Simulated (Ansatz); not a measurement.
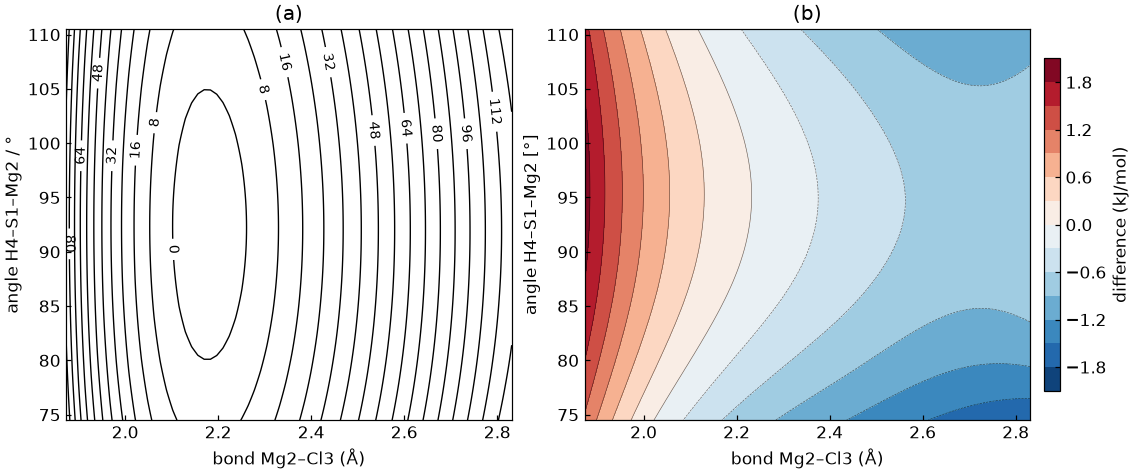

ClHMgS, SMILES [SH][Mg][Cl]. Two internal coordinates are moved rigidly from the geometry relaxed at PBE0-D4/def2-TZVP, all others fixed. Coordinates scanned: (1) bond Mg2–Cl3; (2) angle H4–S1–Mg2. Grid: 7 × 7 points. Energies are in kJ/mol, from each map's own lowest point. Method: Ansatz 0.2.0, RKS PBE0-D4/def2-TZVPP.

Panel (a): RKS PBE0-D4/def2-TZVPP in Ansatz. Panel (b): the map at RKS r2SCAN-D4/def2-TZVPP in Ansatz 0.2.0 less the map of (a), each from its own lowest point.

> How does the change of method alter the landscape?

The difference runs from −1.8 kJ/mol at bond Mg2–Cl3 = 2.831 Å, angle H4–S1–Mg2 = 74.5° to 1.9 kJ/mol at bond Mg2–Cl3 = 1.873 Å, angle H4–S1–Mg2 = 98.5°. The interpolated minimum moves from 2.1774 to 2.1798 Å in bond Mg2–Cl3 and 92.27 to 92.08° in angle H4–S1–Mg2.
